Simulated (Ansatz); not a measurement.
```yaml
atoms:
  - { symbol: Si, position_ang: [-2.0779, 1.1946, -2.7638] }
  - { symbol: Si, position_ang: [-1.7960, -0.0219, -0.7641] }
  - { symbol: Si, position_ang: [0.4427, 0.1536, -0.0465] }
  - { symbol: Si, position_ang: [-2.3249, -2.2881, -1.1417] }
  - { symbol: Si, position_ang: [-3.2240, 0.8524, 0.8955] }
  - { symbol: H, position_ang: [-1.7446, 2.6470, -2.5437] }
  - { symbol: H, position_ang: [-1.1731, 0.6511, -3.8385] }
  - { symbol: H, position_ang: [-3.5036, 1.0952, -3.2398] }
  - { symbol: H, position_ang: [0.6442, -0.6178, 1.2315] }
  - { symbol: H, position_ang: [0.8012, 1.5956, 0.2006] }
  - { symbol: H, position_ang: [1.3726, -0.4003, -1.0941] }
  - { symbol: H, position_ang: [-2.1510, -3.0838, 0.1254] }
  - { symbol: H, position_ang: [-1.4226, -2.8663, -2.2002] }
  - { symbol: H, position_ang: [-3.7530, -2.4222, -1.6016] }
  - { symbol: H, position_ang: [-4.6611, 0.7495, 0.4559] }
  - { symbol: H, position_ang: [-3.0591, 0.0880, 2.1829] }
  - { symbol: H, position_ang: [-2.9022, 2.3013, 1.1520] }
```

The calculation used DFT PBE, Gaussian basis def2-SVP (Ansatz 0.2.0).

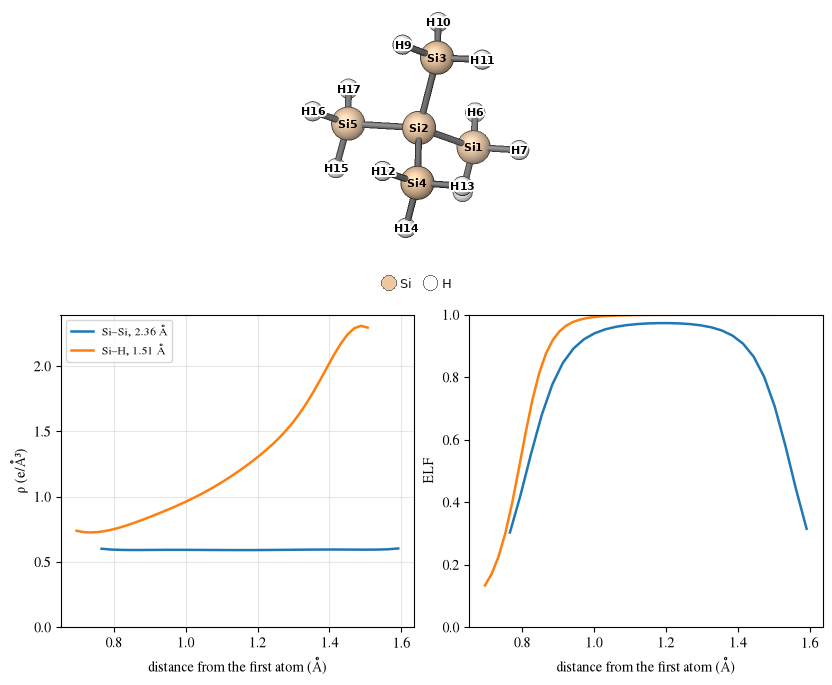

H$_{12}$Si$_{5}$ (SMILES [SiH3][Si]([SiH3])([SiH3])[SiH3]). Electron density and electron localisation function along straight lines between neighbouring atoms. The curves leave out the atomic cores. The structure is drawn too.

Compare the contacts.

Answer. Si–Si (2.36 Å): the density is about 0.59 e/Å³ at the midpoint; the ELF peaks at about 1 between the atoms (a shared electron pair).
Si–H (1.51 Å): ρ is about 0.73 e/Å³ halfway; the ELF climbs to about 1 towards the hydrogen, as it does in any bond to H.
